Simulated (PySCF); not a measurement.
The calculation's input:

```
{"job": {"kind": "nmr", "xc": "PBE0", "basis": "pcSseg-1"}, "charge": 0, "multiplicity": 1}
Si     0.021418     0.059264    -0.037155
C     -0.013883     0.009319     1.841960
C      0.817308    -0.716816     2.599415
H     -0.802674     0.581108     2.349311
H      1.627648    -1.312942     2.163625
H      0.730383    -0.752198     3.691576
C      1.791105     0.132101    -0.660522
C      2.858989     0.491472     0.061287
H      1.948904    -0.118567    -1.719172
H      2.776120     0.753828     1.121935
H      3.864170     0.541815    -0.373127
C     -0.905915     1.578448    -0.641095
C     -2.237521     1.664454    -0.745142
H     -0.314792     2.471878    -0.884334
H     -2.890940     0.814033    -0.518368
H     -2.739555     2.586448    -1.060694
C     -0.777497    -1.506655    -0.699786
C     -1.572646    -1.585669    -1.772915
H     -0.534566    -2.439334    -0.171236
H     -1.855647    -0.695735    -2.346153
H     -1.977149    -2.540253    -2.128980
```

Launched as:

```sh
OMP_NUM_THREADS=2 python probes_run.py task.json out
```

Geometry: PBE0-D3(BJ)/def2-SVP.

Method: PySCF 2.14.0, PBE0/pcSseg-1, SCF density, gas phase, non-relativistic.

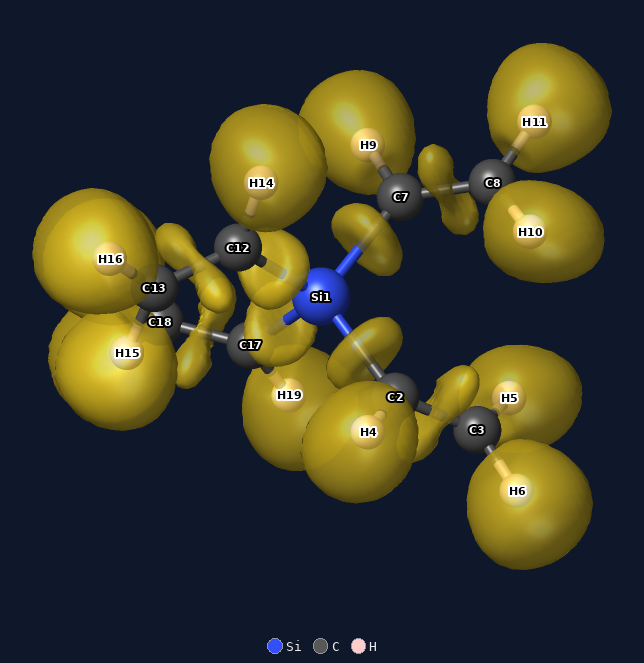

C₈H₁₂Si (Si(vinyl)4). Isosurface of the ELF at 0.85 (yellow), seen across its widest extent. Only the valence region is drawn (cores and ρ < 0.01 e/Å³ removed).

**What do the ELF domains correspond to?**

The ELF exceeds this value in four regions between bonded C–C atoms (shared pairs), four regions between bonded C–Si atoms (shared pairs) and twelve regions around hydrogen nuclei. Along the contacts the grid gives the following. C–C (1.34 Å): the ELF peaks at about 0.90 between the atoms; a multiple bond. C–Si (1.88 Å): the ELF peaks at about 0.95 between the atoms: localised, covalent bonding.
